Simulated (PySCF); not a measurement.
# One shape, several levels: H8NOPSi2 (SMILES N[SiH2]O[SiH2]P)

Wanted: a comparison of 6 runs (HF/3-21G, HF/def2-SVP, B3LYP/6-31G*, CAM-B3LYP/def2-SVP, SVWN5/aug-cc-pVDZ, CCSD(T)/6-31G**) of H8NOPSi2. The job is set up through a Python script.

The results are computed with PySCF 2.14.0.

### 1 The structure to begin with

H8NOPSi2 has 13 atoms, charge 0, and is taken as a singlet. As SMILES, `N[SiH2]O[SiH2]P`. The shape comes from GFN2-xTB, which is rough for such elements, and wasn't checked as a minimum.

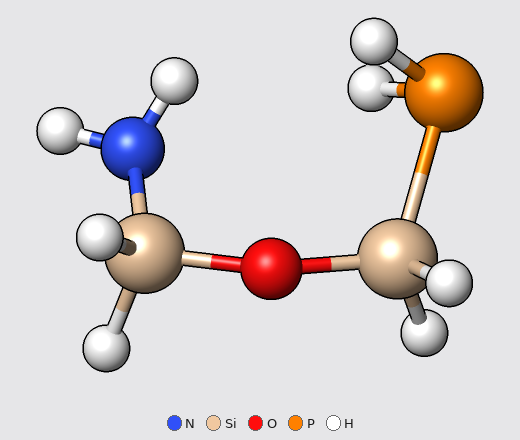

The structure, seen from a chosen angle (nitrogen blue, silicon light orange, oxygen red, phosphorus orange, hydrogen white).

### 2 Energy and forces at HF/3-21G (run 1)

File calc.py:

```python
import pyscf.grad
from pyscf import gto, scf

system = gto.M(
    atom='''
N   -0.758530   1.764090  -0.125540
Si  -1.397560   0.487590   0.834940
O   -0.474160  -0.828950   0.578670
Si   0.543180  -1.751780  -0.268750
P    2.318710  -0.594880  -1.026820
H    0.237790   1.920950  -0.130620
H   -1.244250   2.644460  -0.162110
H   -2.734660   0.217540   0.321430
H   -1.314220   0.641280   2.288940
H    0.997740  -2.751380   0.693930
H   -0.168220  -2.307480  -1.418230
H    1.563880   0.358260  -1.688560
H    2.430300   0.200320   0.102720
''',
    spin=0,
    basis='3-21g',
    max_memory=1860,
    charge=0,
    verbose=4,
)

myscf = scf.RHF(system)
myscf.conv_tol = 1e-10
myscf.kernel()
if not myscf.converged:
    myscf = myscf.newton().run(myscf.mo_coeff, myscf.mo_occ)

etot = myscf.e_tot
print('Final energy', etot)
grad = myscf.Gradients().kernel()
dip = myscf.dip_moment()
pop, q = myscf.mulliken_pop()
```

The run is started by

```
OMP_NUM_THREADS=1 python calc.py
```

Output:

```text
PySCF version 2.14.0

[... 69 lines left out ...]
converged SCF energy = -1047.12744638757
Final energy -1047.1274463875652
[... 11 lines left out ...]
Dipole moment(X, Y, Z, Debye): -1.16333,  2.09620,  0.76643
[... 87 lines left out ...]
charge of   12H =     -0.03781
```

Run time: 4.2 s. Hardware: 1 thread of Intel Xeon at 2.70GHz, shared host; peak memory 0.14 GiB.

### 3 Energy and gradient at HF/def2-SVP (run 2)

File mol.xyz:

```xyz
13

N     -0.758530     1.764090    -0.125540
Si    -1.397560     0.487590     0.834940
O     -0.474160    -0.828950     0.578670
Si     0.543180    -1.751780    -0.268750
P      2.318710    -0.594880    -1.026820
H      0.237790     1.920950    -0.130620
H     -1.244250     2.644460    -0.162110
H     -2.734660     0.217540     0.321430
H     -1.314220     0.641280     2.288940
H      0.997740    -2.751380     0.693930
H     -0.168220    -2.307480    -1.418230
H      1.563880     0.358260    -1.688560
H      2.430300     0.200320     0.102720
```

File run.py:

```python
from pyscf import gto, scf

mol = gto.Mole()
mol.atom = 'mol.xyz'
mol.max_memory = 1860
mol.basis = 'def2-svp'
mol.charge = 0
mol.verbose = 4
mol.build()

mf = scf.RHF(mol)
mf.conv_tol = 1e-10
mf.kernel()
if not mf.converged:
    mf = mf.newton().run(mf.mo_coeff, mf.mo_occ)

e_tot = mf.e_tot
print('E = %.10f Eh' % e_tot)
grad = mf.nuc_grad_method().kernel()
mf.analyze()
```

The run is started by

```
OMP_NUM_THREADS=1 python run.py
```

Output:

```text
PySCF version 2.14.0

[... 69 lines left out ...]
converged SCF energy = -1052.29601888796
[... 30 lines left out ...]
MO #10  energy= -5.37074652963665  occ= 2
[... 15 lines left out ...]
MO #26  energy= -0.568528638516613 occ= 2
[... 15 lines left out ...]
MO #42  energy= 0.253524427965197  occ= 0
[... 15 lines left out ...]
MO #58  energy= 0.668870518584573  occ= 0
[... 15 lines left out ...]
MO #74  energy= 1.06429366659184   occ= 0
[... 15 lines left out ...]
MO #90  energy= 1.73755220780635   occ= 0
[... 15 lines left out ...]
MO #106 energy= 2.36436977831644   occ= 0
[... 15 lines left out ...]
MO #122 energy= 3.72255665538616   occ= 0
[... 138 lines left out ...]
Dipole moment(X, Y, Z, Debye): -0.60778,  1.83381,  0.39056
```

Wall time 22 s (1 thread of Intel Xeon at 2.70GHz, shared host); peak memory 0.33 GiB.

Runs 3 to 5 aren't shown in full; the table further down has their settings and results.

### 4 The energy at CCSD(T)/6-31G(d,p) (spherical functions) (run 6)

File input.py:

```python
# N[SiH2]O[SiH2]P
from pyscf import gto, cc

mol = gto.M(
    atom='''
N     -1.433414     3.333647    -0.237236
Si    -2.641006     0.921412     1.577808
O     -0.896033    -1.566488     1.093528
Si     1.026461    -3.310384    -0.507864
P      4.381727    -1.124160    -1.940409
H      0.449358     3.630069    -0.246836
H     -2.351292     4.997305    -0.306344
H     -5.167758     0.411091     0.607415
H     -2.483516     1.211844     4.325470
H      1.885455    -5.199355     1.311338
H     -0.317890    -4.360505    -2.680066
H      2.955305     0.677013    -3.190916
H      4.592601     0.378550     0.194113
''',
    max_memory=1860,
    verbose=4,
    unit='bohr',
    spin=0,
    basis='6-31g**',
)

mf = mol.RHF()
mf.conv_tol = 1e-10
mf.kernel()
if not mf.converged:
    mf = mf.newton().run(mf.mo_coeff, mf.mo_occ)

mycc = cc.CCSD(mf, frozen=17)
mycc.kernel()
e_t = mycc.ccsd_t()
etot = mycc.e_tot + e_t
print('E = %.10f Eh' % etot)
mf.analyze()
```

The run is started by

```
OMP_NUM_THREADS=1 python input.py
```

Output:

```text
PySCF version 2.14.0

[... 94 lines left out ...]
CCSD converged
[... 21 lines left out ...]
MO #10  energy= -5.36202346156314  occ= 2
[... 15 lines left out ...]
MO #26  energy= -0.564257326994696 occ= 2
[... 15 lines left out ...]
MO #42  energy= 0.286206648435487  occ= 0
[... 15 lines left out ...]
MO #58  energy= 0.756139356288296  occ= 0
[... 15 lines left out ...]
MO #74  energy= 1.17285780306658   occ= 0
[... 15 lines left out ...]
MO #90  energy= 1.9450045239271    occ= 0
[... 15 lines left out ...]
MO #106 energy= 2.55834021416767   occ= 0
[... 15 lines left out ...]
MO #122 energy= 3.8222747339322    occ= 0
[... 138 lines left out ...]
Dipole moment(X, Y, Z, Debye): -0.74889,  1.78990,  0.52203
```

It took 1.7 min on 1 thread of Intel Xeon at 2.70GHz, shared host; peak memory 1.1 GiB.

### 5 Overview of the runs

```csv
run,level,integration grid,task,frozen core orbitals,energy (Eh),dipole moment (D) of the reference,HOMO energy (eV),LUMO energy (eV),wall time
1,HF/3-21G,–,gradient,–,-1047.127446,2.52,-9.83,4.45,4.2 s
2,HF/def2-SVP,–,gradient,–,-1052.296019,1.97,-9.90,4.04,22 s
3,B3LYP/6-31G* (spherical functions),5,gradient,–,-1055.214494,2.06,-6.93,0.44,71 s
4,CAM-B3LYP/def2-SVP,5,gradient,–,-1054.795350,1.94,-8.50,1.77,1.7 min
5,SVWN5/aug-cc-pVDZ,5,gradient,–,-1050.607259,1.70,-6.29,-1.14,2.8 min
6,CCSD(T)/6-31G** (spherical functions),–,energy,17,-1053.367997,2.01,-9.83,3.89,1.7 min
```

### 6 Summary of results

| quantity | value |
| --- | --- |
| run 6: total energy | -1053.36800 Eh |
| run 6: dipole moment (Hartree–Fock density) | 2.01 D |
| run 6: HOMO energy (Hartree–Fock orbitals) | -9.83 eV |
| run 6: LUMO energy (Hartree–Fock orbitals) | 3.89 eV |
| run 6: HOMO–LUMO gap (Hartree–Fock orbitals) | 13.72 eV |
| run 6: correlation energy (17 core orbitals frozen) | -724.2 mEh |
| run 6: (T) correction | -16.30 mEh |
| run 6: T1 diagnostic | 0.011 |

In words: Among the runs that give it from their own density at one geometry, the dipole moment runs from 1.70 D (SVWN5/aug-cc-pVDZ) to 2.52 D (HF/3-21G). Basis or surroundings differ between these two runs. Among the runs that give it from their own density at one geometry, the HOMO–LUMO gap runs from 5.15 eV (SVWN5/aug-cc-pVDZ) to 14.28 eV (HF/3-21G). Totals of different functionals can't be ranked against each other. All runs together took 7.8 min, the longest 2.8 min.
